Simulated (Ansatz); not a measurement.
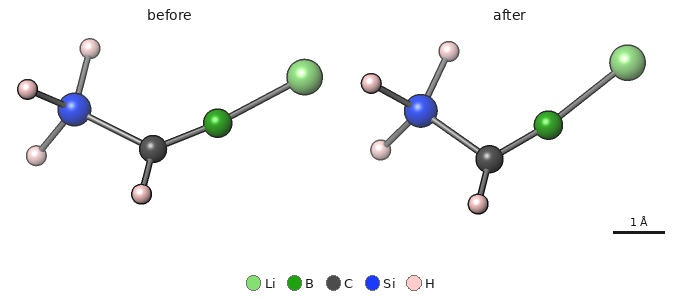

The structure of CH4BLiSi before (left) and after (right) a relaxation, at one scale.

Style: ball-and-stick. Shown at a tilt.

Theory: Ansatz, RKS PBE0-D4/def2-TZVP.

The input:
```yaml
crystal:
  periodic: [false, false, false]
  atoms:
    - {symbol: Li, position_ang: [-1.753330, 2.640150, 1.611070]}
    - {symbol: B, position_ang: [-0.506290, 1.614290, 0.429820]}
    - {symbol: C, position_ang: [0.302130, 0.755840, -0.322480]}
    - {symbol: Si, position_ang: [0.242650, -1.108780, -0.194350]}
    - {symbol: H, position_ang: [1.040120, 1.070590, -1.054500]}
    - {symbol: H, position_ang: [-0.088520, -1.747070, -1.482600]}
    - {symbol: H, position_ang: [1.535080, -1.684380, 0.225710]}
    - {symbol: H, position_ang: [-0.771850, -1.540630, 0.787330]}
basis:
  gaussian: {orbitals: def2-TZVP}
hamiltonian: {xc: pbe0, dispersion: d4}
relax: {f_tol: 0.005, max_steps: 200}
```

Run as
```bash
ansatz run in.yaml --threads 2 --pin off --events-out ev --progress --plain --max-ram 4352MiB
```

Summarise the run.

After 10 geometry steps the energy has fallen by 11.9 kJ/mol. Largest force component: 1 eV/Å at the start, 0.0034 eV/Å at the end. The largest move after the best rigid fit is that of Li1, 0.50 Å. Largest moves by element: Li 0.50 Å, H 0.39 Å, C 0.25 Å, B 0.19 Å, Si 0.13 Å. Among the contacts that change: B2–Si4 2.892 → 2.585 Å, Li1–B2 2.001 → 2.113 Å, C3–Si4 1.870 → 1.837 Å, Si4–H8 1.476 → 1.497 Å. Bond angles that change, for instance: B2–C3–Si4 123.8° → 105.5°, B2–C3–H5 125.3° → 134.7°, Si4–C3–H5 110.9° → 119.8°. The run took 33 s on 2 threads of Arm Neoverse V1, with other jobs on the host.
